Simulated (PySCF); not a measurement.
# GaBr: what the fields show

```xyz
2

Ga    0.0000    0.0000   -1.2651
Br    0.0000    0.0000    1.1049
```

These are results of PBE0/x2c-SVPall, spin-free X2C-1e, Gaussian nucleus, at a bond length of 2.370 Å (PySCF 2.14.0), not measurements.

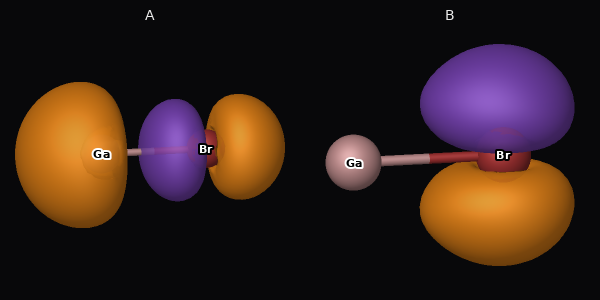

Figure 1. Two frontier orbitals, each drawn at the value that holds 80 % of its norm (orange and purple are the two phases), in no order; of a degenerate pair one member is drawn.

Q: Label each orbital by symmetry, say whether it is occupied, and order them by energy.

A: Orbital B: π, occupied, −8.04 eV; mainly on Br (90 %).
Orbital A: σ, occupied, −7.29 eV; shared between the atoms (Ga 55 %, Br 45 %).

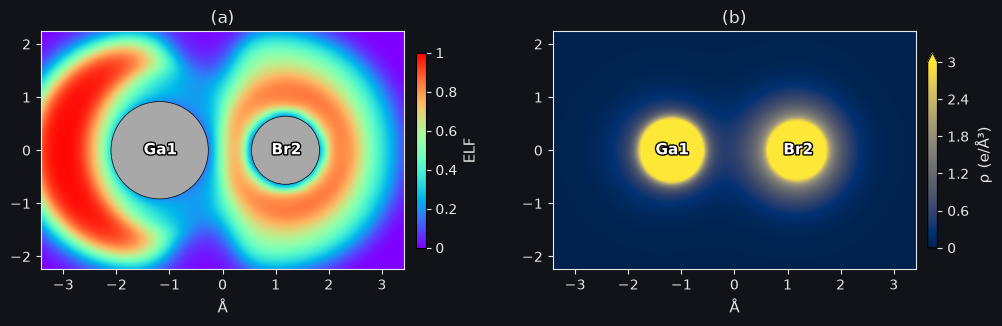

Figure 2. (a) electron localisation function; (b) electron density on a plane that holds the molecular axis. Grey discs cover the atomic cores in the ELF map.

Q: Interpret the plot.

A:
- The plane passes through Ga and Br nuclei.
- Ga–Br (2.37 Å): ρ is about 0.54 e/Å³ halfway, with its minimum of 0.48 e/Å³ about 1.0 Å from Ga; the ELF peaks at about 0.75 in the valence shell of Br, 0.9 Å from its nucleus, and is about 0.55 at the midpoint.
- The ELF also peaks beside Br2, away from the bonds: lone-pair regions.

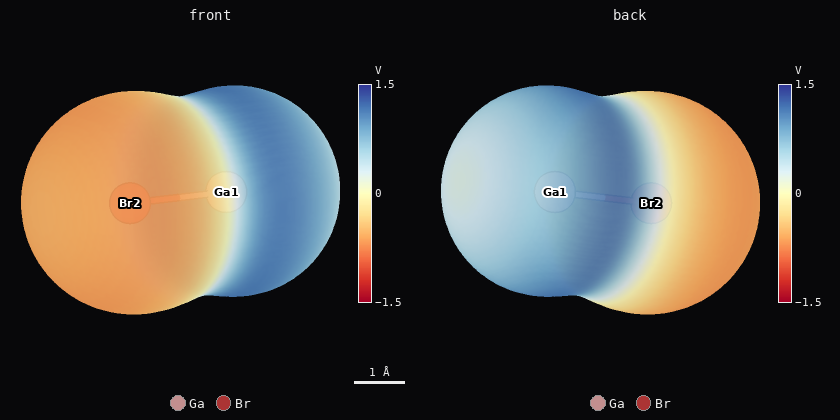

Figure 3. The electrostatic potential painted on the density surface at 0.001 e/bohr³, seen from the front and from behind; the colour scale runs from red (negative) to blue (positive).

Q: Which sites attract a positive test charge, and which a negative one?

A: A positive charge is drawn to the negative regions and a negative charge to the positive ones. The most negative region (about −0.7 V) lies over Br2, the most positive (about +1.2 V) over Ga1.
